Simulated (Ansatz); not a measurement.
# C2H4GeN: geometry optimisation, by script

Wanted for C2H4GeN: a geometry optimisation.

Program: the Python package of Ansatz 0.2.0. Level of theory: CAM-B3LYP/def2-SVP. These are calculated values, not measurements.

## (1) Starting point

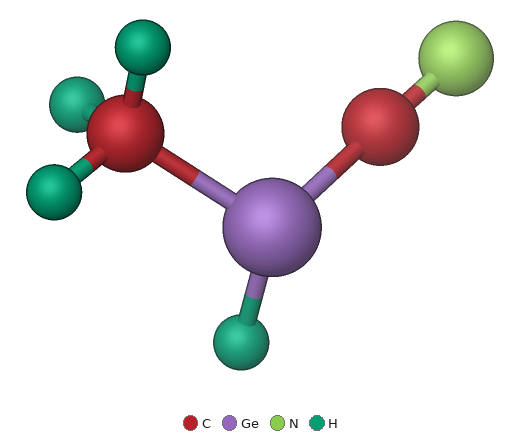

The structure that the script starts from, seen from a chosen angle (carbon red, germanium purple, nitrogen green, hydrogen teal).

The script holds or builds the structure itself.

## (2) The code

opt.py reads:

```python
"""Geometry optimisation of C2H4GeN."""

import itertools
import logging
import sys

import ansatz as az
from ase import Atoms
from ase.data import atomic_numbers, covalent_radii
import numpy as np

logging.basicConfig(stream=sys.stdout, format="[%(levelname)s] %(message)s")
log = logging.getLogger("calc")
log.setLevel(logging.INFO)

BASIS_SET = "def2-SVP"
FUNCTIONAL = "cam_b3lyp"

atoms = Atoms(["C", "Ge", "C", "N", "H", "H", "H", "H"], positions=[
    [-0.6754, 0.865, -0.3538],
    [-0.0887, -0.4406, 0.8811],
    [1.609, -1.0098, 0.3426],
    [2.7708, -1.3509, 0.0315],
    [-1.7341, 1.2385, -0.078],
    [-0.0301, 1.7913, -0.3635],
    [-0.743, 0.4788, -1.3819],
    [-1.0162, -1.6296, 0.8663],
])
system = az.Crystal.molecule_from_ase(atoms)

job = (
    system.calculation()
    .basis(gaussian=BASIS_SET)
    .functional(FUNCTIONAL)
    .spin("collinear", total=1)
)
symbols = [site.symbol for site in system.cartesian_sites]
start = np.array([site.position_ang for site in system.cartesian_sites], dtype=float)
def progress(event):
    if event["event"] == "relax_step":
        row = event["data"]
        log.info(f"step {row['step']:3d}  E = {row['lagrangian_ev']:.6f} eV  largest force component {row['allowed_force_max_ev_ang']:.4f} eV/A")


r = job.relax(force_tolerance=0.01).session().plan().execute(on_event=progress).report
end = np.array(r["positions_ang"])

log.info("reference energy %16.6f eV" % r["reference_energy_ev"])
log.info("total energy     %16.6f eV" % r["free_energy_ev"])
print("occupied orbitals outside the frozen core (up, down):", r["n_occupied"], " frozen:", r["n_frozen"], " virtual:", r["n_virtual"])

# pairs closer than 1.2 times the sum of covalent radii, before or after
radius = [covalent_radii[atomic_numbers[s]] for s in symbols]
span = lambda where, i, j: np.linalg.norm(where[i] - where[j])
bonded = [(i, j) for i, j in itertools.combinations(range(len(symbols)), 2) if min(span(start, i, j), span(end, i, j)) < 1.2 * (radius[i] + radius[j])]
log.info("pair        before    after (A)")
for i, j in bonded:
    print(f"{symbols[i]}{i}-{symbols[j]}{j}".ljust(10), f"{span(start, i, j):8.4f} {span(end, i, j):8.4f}")
for first, second in list(itertools.combinations(bonded, 2)):
    shared = set(first) & set(second)
    if shared and symbols[(j := shared.pop())] != "H":
        i, k = sorted((set(first) | set(second)) - {j})
        u, v = end[i] - end[j], end[k] - end[j]
        angle = np.degrees(np.arccos(np.clip(u @ v / np.linalg.norm(u) / np.linalg.norm(v), -1, 1)))
        log.info(f"final angle {symbols[i]}{i}-{symbols[j]}{j}-{symbols[k]}{k}: {angle:.2f} deg")
with open("c2h4gen_opt.xyz", "w") as handle:
    handle.write(f"{len(symbols)}\nrelaxed C2H4GeN\n")
    handle.writelines(f"{s:2s} {x:11.6f} {y:11.6f} {z:11.6f}\n" for s, (x, y, z) in zip(symbols, end))
```

## (3) The run

Command:

```bash
$ python opt.py
```

Q: Predict the main results. Wanted: total energy; dipole moment; <S²> of the mean field; moves of the relaxation; energy gained; last largest force component.

The runs gave:

```
                           quantity           value
                       total energy  -60137.3058 eV
                      dipole moment          4.15 D
<S²> of the mean field (pure state)    0.753 (0.75)
            moves of the relaxation               4
                      energy gained        0.608 eV
       last largest force component     0.0089 eV/Å
```

After 4 moves the largest shift is 0.094 Å, of atom 8 (H). Notes:
- The end point is the stationary point reached from this start; no frequency run checks that it is a minimum, and the basis set is modest.
- The species is open-shell (spin multiplicity 2).
